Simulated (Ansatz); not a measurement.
## Amorphous Zr$_{20}$O$_{41}$K$_{2}$

Preparation: random packing, a CHGNet melt and quench, and a DFT relaxation. O atoms were pushed apart under 1.9 Å during the dynamics, to hinder bonds among them. The hot cell started wider than the set density and was brought back towards it in steps. It is the lowest in DFT energy of 2 quenches. It is a model cell: composition and starting density were chosen by hand, and all elements were melted together. No dispersion term was used.

Methods: PBE, scalar-relativistic without spin-orbit coupling (Ansatz, a quantum-chemistry and plane-wave program); r2SCAN, scalar-relativistic without spin-orbit coupling (Ansatz); HSE06, scalar-relativistic without spin-orbit coupling (Ansatz). Geometry, pressure, stress and energy are those of the PBE run. Its sampling: a 2×2×2 Γ-centred mesh; Fermi-Dirac width 0.02 eV; no spin polarisation. Other functionals are single points at the zone centre (r2SCAN at 500 eV; exact exchange cut at the cell's faces), free to take moments where seeds were set. At PBE the levels at the filled edge of the gap are localised (band-tail or defect states).

The number of atoms in the cell comes out as 63 and the density (volume relaxed, without dispersion) comes out as 5.24 g/cm³. The volume per atom is 12.88 Å^3 and the pressure on a 2×2×2 Γ-centred mesh comes out as 0.13 GPa. The largest force and stress component on that mesh (the relaxation ran on the zone centre alone) is 0.10 eV/Å and 0.2 GPa, the level gap on a 2×2×2 Γ-centred mesh (PBE) is 3.33 eV and the level gap at the zone centre (PBE) is 3.42 eV. The level gap at the zone centre (r2SCAN) is 3.84 eV. The level gap at the zone centre (HSE06) is 4.90 eV.

Bonds are counted up to Zr-Zr 3.41 Å, Zr-O 2.84 Å, Zr-K 3.94 Å, O-O 1.58 Å, O-K 3.23 Å, K-K 4.47 Å. Two cations that share two anions don't count as bonded, nor two that share one unless they lie closer than Zr-Zr 3.32 Å, Zr-K 3.83 Å, K-K 4.34 Å.

```
Quantity                                                                                                                Result
---------------------------------  -------------------------------------------------------------------------------------------
Mean coordination of Zr by anions  6.60 (1 with 5, 8 with 6, 9 with 7, 2 with 8); 1 close contacts or bonds to cations besides
Mean coordination of O                                                                   3.56 (19 with 3, 21 with 4, 1 with 5)
Mean coordination of K by anions                                 7.00 (2 with 7); 3 close contacts or bonds to cations besides
Mean Zr-O bond                                                                           2.189 Å (spread 0.167 Å, 132 counted)
Mean O-K bond                                                                             2.736 Å (spread 0.178 Å, 14 counted)
```

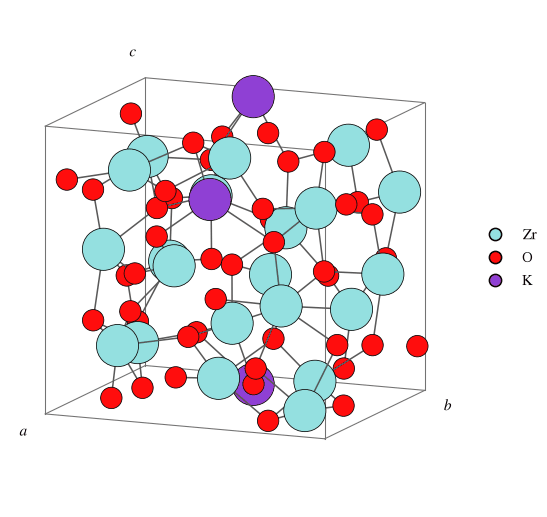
*The relaxed cell*

Its density started from a set value of 5.07 g/cm³. The quench (nominally 380 K/ps over its main leg) was far faster than any real one, so the model tends to hold more defects than a real film. A cell of this size samples the disorder only roughly. Volume and shape were free in the relaxation.
